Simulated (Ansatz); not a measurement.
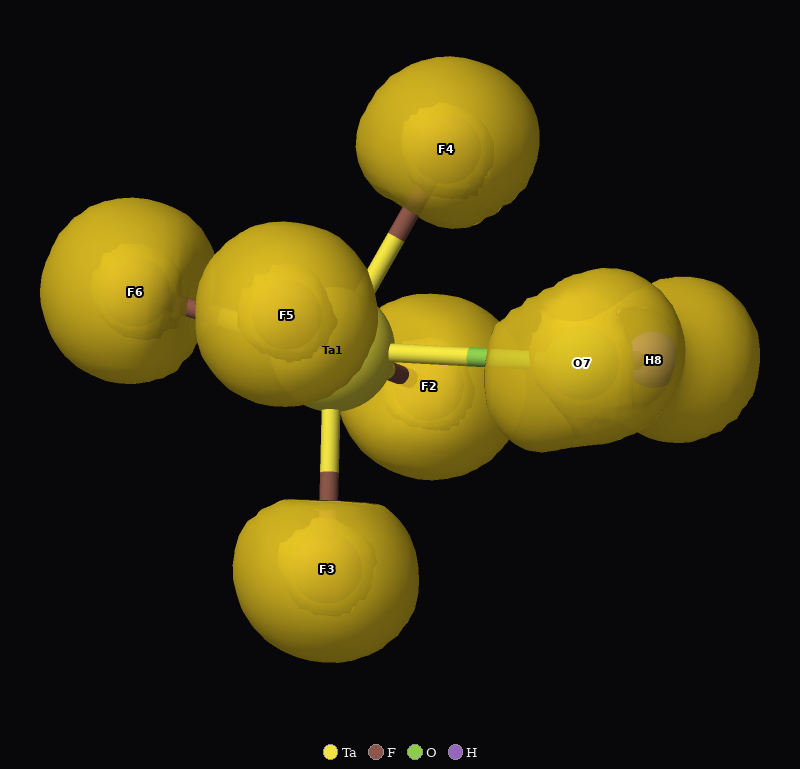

The picture shows: F$_{5}$HOTa (doublet). Isosurface of the electron localisation function at 0.75 (yellow), seen from one side. Core shells and regions of very low density are left out.

Core potentials replace the inner electrons of Ta.

Method: UKS PBE/def2-SVP (Ansatz 0.2.0).

Input file:

```
crystal:
  periodic: [false, false, false]
  atoms:
    - { symbol: Ta, position_ang: [-0.532463, 0.021771, -0.004326] }
    - { symbol: F, position_ang: [2.594777, -0.076213, -0.023035] }
    - { symbol: F, position_ang: [0.094998, 0.016989, 1.774489] }
    - { symbol: F, position_ang: [0.067482, 0.027589, -1.790219] }
    - { symbol: F, position_ang: [-1.202927, 1.781171, 0.007595] }
    - { symbol: F, position_ang: [-1.130694, -1.764002, -0.000638] }
    - { symbol: O, position_ang: [3.944267, -0.00723, -0.003611] }
    - { symbol: H, position_ang: [4.171659, -0.915275, 0.302245] }
magnetization:
  spin_polarized: true
  initial_magnetization: 1
basis:
  gaussian: { orbitals: def2-SVP }
hamiltonian:
  xc: pbe
relax:
  f_tol: 0.03
  max_steps: 50
output:
  orbitals: {}
```

Launched as:

```sh
ansatz run input.yaml --threads 4 --pin off --max-ram 5120MiB --backend cpu --events-out ev --progress --plain --runs-dir out
```

The fields are those of the run's last geometry, not of the input's.

Q: Describe the localisation domains.

A: The surface consists of five regions wrapped around F (the valence shell of each) and one joined region spread over several atoms (H, O), in which their bonds and any lone pairs are merged.

Values along the shortest contacts:
Ta–F (1.87 Å): the ELF peaks at about 0.85 in the valence shell of F, 0.5 Å from its nucleus, and drops to about 0.25 between the two atoms. Ta–O (2.22 Å): the ELF peaks at about 0.90 in the valence shell of O, 0.6 Å from its nucleus, and drops to about 0.15 between the two atoms.
